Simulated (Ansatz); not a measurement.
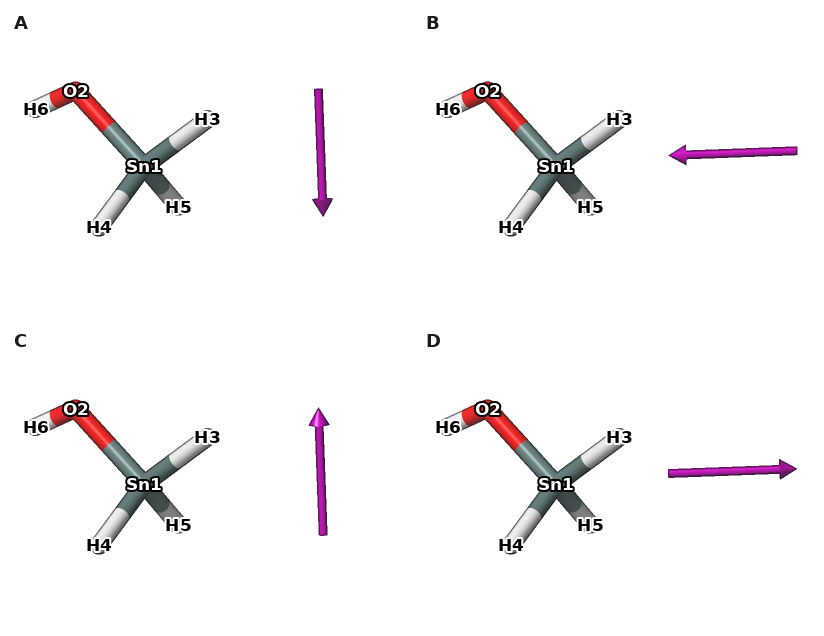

The same molecule four times, each with an arrow. The computed structure is the end point of a PBE0-D4/def2-TZVP optimisation. Level of theory: RKS PBE0-D4/def2-TZVP, core potentials on Sn (Ansatz 0.2.0).

### Which arrow points along the dipole moment, from the negative to the positive end?

A. The dipole moment is 1.72 D; it points from the side of O2 to the side of H4, H5 (the outermost atoms at the two ends).
